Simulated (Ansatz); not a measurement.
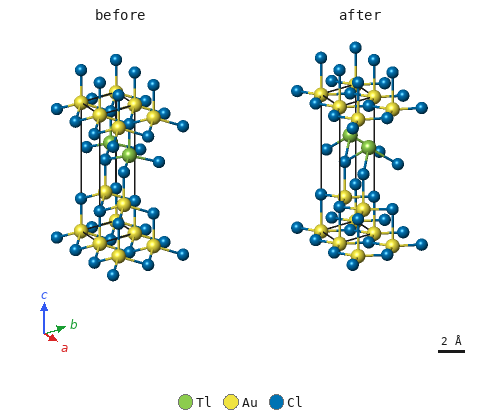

The structure of solid TlAu$_{2}$Cl$_{3}$ (built on the MnCd2Te3-156 type type) before (left) and after (right) a relaxation, at one scale.

Style: ball-and-stick. Shown: the cell of the calculation, repeated 2 × 1 × 1 with one cell outlined, slightly off an axis.

Method: DFT, PBEsol, plane waves, PAW in Ansatz.

The input:
```yaml
crystal:
  lattice:
    - [4.29935248, 0.0, 0.0]
    - [-2.14967624, 3.72334847, 0.0]
    - [0.0, 0.0, 10.44842696]
  atoms:
    - { symbol: Tl, position: [0.33333333, 0.66666667, 0.66410858] }
    - { symbol: Au, position: [0.0, 0.0, 0.99686164] }
    - { symbol: Au, position: [0.66666667, 0.33333333, 0.33764196] }
    - { symbol: Cl, position: [0.0, 0.0, 0.25037032] }
    - { symbol: Cl, position: [0.66666667, 0.33333333, 0.59208768] }
    - { symbol: Cl, position: [0.33333333, 0.66666667, 0.90892982] }
kpoints:
  mp_grid: { grid: [6, 6, 2] }
hamiltonian:
  xc: pbesol
scf:
  occupations: { method: fermi_dirac, width: 0.03 }
relax:
  f_tol: 0.01
  cell: {}
  max_steps: 120
output:
  write_density: true
  write_potential: true
  elf: true
  volumetric_format: npy
```

Launched with:
```bash
ansatz run input.yaml --threads 2 --pin off --max-ram 18432MiB --backend cpu --events-out ev --progress --plain --runs-dir out
```

> Summarise the run.

The energy falls by 276 meV per atom in 9 accepted moves (10 points after the start). The largest force component goes from 2.3 to 0.008 eV/Å. The pressure goes from 3.55 to 0.02 GPa. At 1 point the geometry stayed and the basis and grid were re-selected for the new cell (energy shift of 0.1 meV per atom at most each time). The largest move relative to the cell is that of Cl6, 0.86 Å along +c. By element the largest moves are Cl 0.86 Å, Au 0.63 Å, Tl 0.18 Å. Cell: a = b 4.299 → 4.241 Å (−1.4 %), c 10.448 → 11.111 Å (+6.3 %). Volume +3.5 %. Near-neighbour distances that change, for instance: Tl1–Cl6 2.558 → 3.402 Å, Au2–Cl4 2.649 → 3.010 Å, Tl1–Cl5 2.594 → 2.903 Å, Au3–Cl5 2.659 → 2.879 Å. Bonds break: Tl1–Cl6 (2.56 → 3.40 Å). Among the angles between lasting bonds that change: Cl5–Tl1–Cl5 111.9° → 93.9°, Tl1–Cl5–Tl1 111.9° → 93.9°, Cl4–Au3–Cl5 110.2° → 93.9°. The space group stays P3m1 (No. 156).
